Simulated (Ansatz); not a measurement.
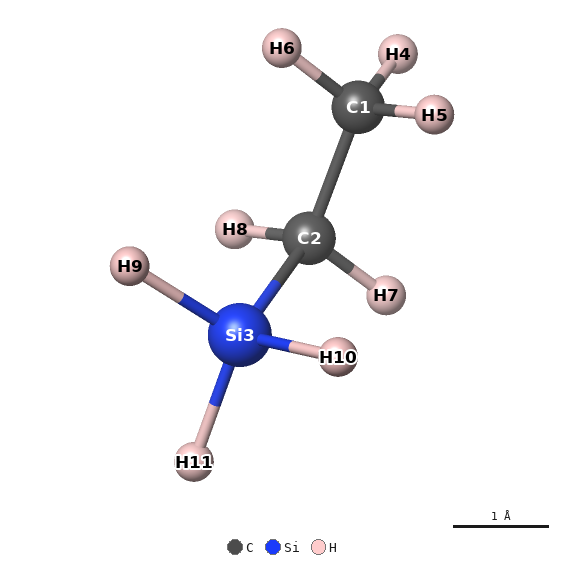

Atoms carry their numbers in the input. The computed structure is the end point of a PBE-D4/def2-SVP optimisation. No frequency run is at hand to confirm it as a minimum.

Which atoms are bonded, and how long are the bonds?

```tsv
bond	length (Å)	order
C1–C2	1.535	single
C1–H4	1.110	single
C1–H5	1.110	single
C1–H6	1.110	single
C2–Si3	1.898	single
C2–H7	1.112	single
C2–H8	1.112	single
Si3–H9	1.507	single
Si3–H10	1.507	single
Si3–H11	1.506	single
```
